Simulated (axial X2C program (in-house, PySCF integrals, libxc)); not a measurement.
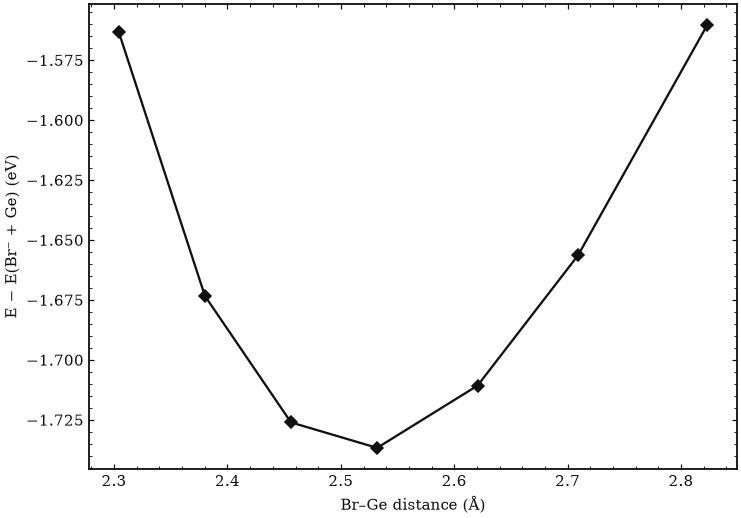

Fig. 1: Energy at 7 bond lengths, for one set of occupations held fixed; the line joins the points. A polynomial of degree 5 through 7 points gives rₑ = 2.516 Å, ωₑ = 200.8 cm⁻¹, ωₑxₑ = 0.81 cm⁻¹ and Bₑ = 0.06975 cm⁻¹. The minimum lies 1.74 eV below Br⁻ + Ge, each computed as one determinant at the same level.

BrGe⁻: relativistic diatomic calculation

BrGe⁻, single determinant with M_S = 1 and |Λ| = 0. Computed at this level: PBE0, spin-free X2C-1e, Br dyall-acv3z, Ge dyall-acv3z (cores contracted) (axial X2C program (in-house, PySCF integrals, libxc)).

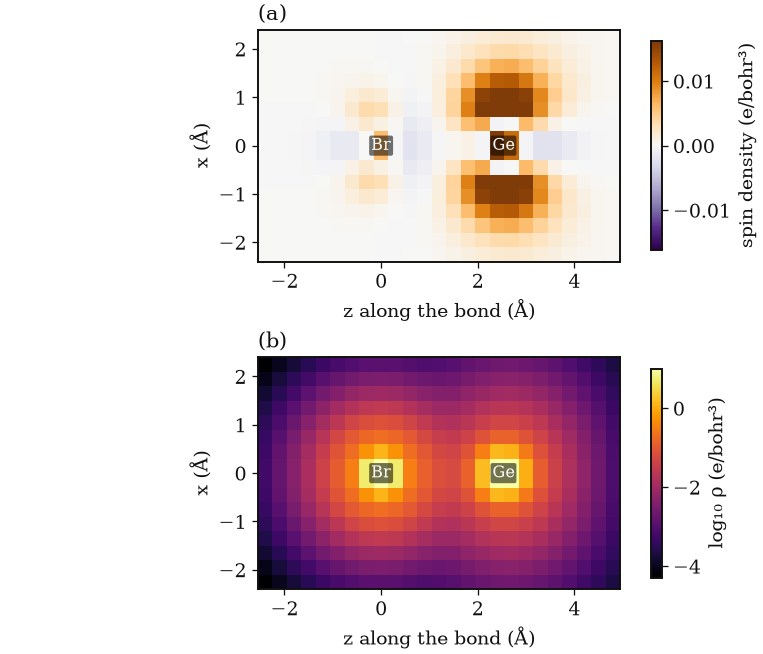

Fig. 2: (a) spin density; (b) electron density on a logarithmic scale, in a plane that holds the axis, at 2.53 Å, on points 0.3 Å apart (one half computed, the other mirrored); the structure near the nuclei is finer than these points.

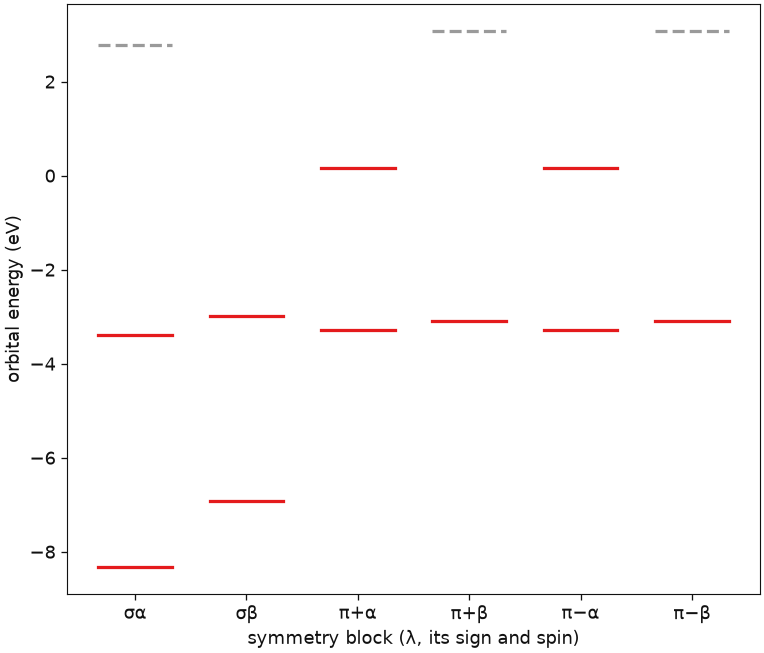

Fig. 3: Orbital energies near the frontier at 2.53 Å, filled (solid) and empty (dashed); a label such as π−α means λ = −1 and α spin. The highest filled orbital (π+α; 82 % Ge p, 7 % Br d) lies at 0.16 eV, the lowest empty one (σα; 78 % Ge p, 12 % Ge s) at 2.78 eV. A filled level above zero is held only by the finite basis .

Input and output of the run follow.

## The input
```
{"zs": [35, 32], "q": -1, "bas": ["dyall-acv3z", "dyall-acv3z"], "levels": ["PBE0", "HF", "PBEsol"], "cc": true, "r0": 2.35, "thr": -1.0, "nmax": 90, "npts": 10, "nst": 2, "ntry": 6}
```

The line is the task of a batch: nuclear charges, charge, bases, the levels to run, a first guess of the distance and further settings. This report covers PBE0 without spin-orbit coupling. The log is that of the reference distance 2.532 Å, started from orbitals converged before.

Launched within a batch (the task file carries these settings):
```bash
python <driver script> task.json out
```

## Log
```
spin-free X2C-1e  PBE0
basis functions 242  fitting functions 1320  grid points 5803
iter        total energy     max residual
   1      -4704.729047880     1.95e-05
   2      -4704.729047880     1.99e-05
converged
one-electron -7028.89869903  Coulomb 2262.93917277  exact exchange -42.45708364  xc functional -130.38766556  nuclear repulsion 234.07522758
```

## The points of the curve

```csv
R (Å),E (hartree),"dipole (D; origin at the first atom, positive when the second is positive)",highest filled (eV),lowest empty (eV)
2.304,−4704.722674,−7.76,0.48,2.94
2.380,−4704.726719,−7.51,0.38,2.90
2.456,−4704.728658,−7.26,0.27,2.85
2.532,−4704.729048,−7.02,0.16,2.78
2.621,−4704.728093,−6.76,0.03,2.70
2.709,−4704.726096,−6.51,−0.09,2.59
2.823,−4704.722566,−6.20,−0.25,2.44
```

## Key numbers

| quantity | value |
| --- | --- |
| outcome | converged; a filled level lies above zero |
| bond length rₑ | 2.516 Å |
| ωₑ | 200.8 cm⁻¹ |
| energy at the minimum | −4704.72907 hartree |
| depth below the fragments | 1.74 eV |
| largest ⟨S²⟩ along the curve | 2.01 |
| hardware | 1 thread of Arm Neoverse V1, 24 GiB of memory available, shared host |
| wall time | 12 s |
| peak memory | 0.85 GiB |

## Notes

The highest filled level (PBE0, up to 0.48 eV) lies above zero. That is common for anions, where the functional's self-interaction leaves the outer electrons unbound; only the finite basis holds them, so such levels depend on it. To bear in mind: 7 of the 10 points asked for were kept.
